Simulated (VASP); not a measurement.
Band structure of MoRu (space group Fd-3m). Calculation: PBE GGA, VASP's PBE PAW potentials (set 64) (plane waves; VASP 6.6.1).

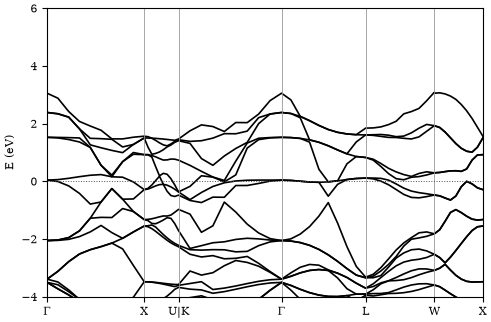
Figure: Bands along high-symmetry lines, zero at the valence-band maximum or, without a gap, the Fermi level

Problem. Read the plot: is there a gap, and where are the band edges?

Solution. It has no gap at this level: it comes out as a metal or semimetal.

The structure was generated: MoRu was put into an ordered model structure, which need not be its known phase. The cell was not relaxed at this level.
